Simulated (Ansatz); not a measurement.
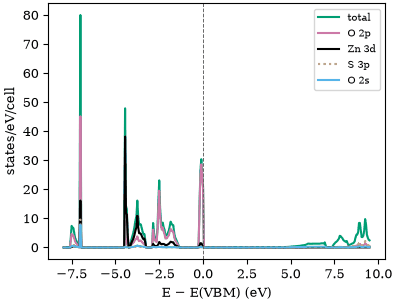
Figure. Total and projected density of states of ZnSO₄ in space group F-43m (No. 216; Zn on 4c, S on 4a, O on 16e), plane-wave PAW PBEsol (Ansatz code)

### Question
Which orbitals carry the states next to the gap?

### Answer
Top 1 eV of the valence band: O 2p 95 %. Bottom 1 eV of the conduction band: Zn 4s 57 %, O 2s 21 %, S 3s 12 %, O 2p 5 %. Projections are on Löwdin-orthogonalised atomic valence shells; empty p or d shells of many metals are not among them.

### Question
Where is the tallest occupied peak in this window, and what makes it?

### Answer
Near -7.0 eV, about 80 states/eV per cell; the largest projected share is O 2p.

The first step of the workflow began from a Materials Project structure, measured or hypothetical; the Crystallography Open Database files this formula in space group No. 216, but the cells were not matched. Whether it is the stable phase at ambient conditions was not checked. The PBEsol relaxation kept the symmetry of its start; its stability against distortions is not shown here.

Potentials: the later of the program's two PAW sets.
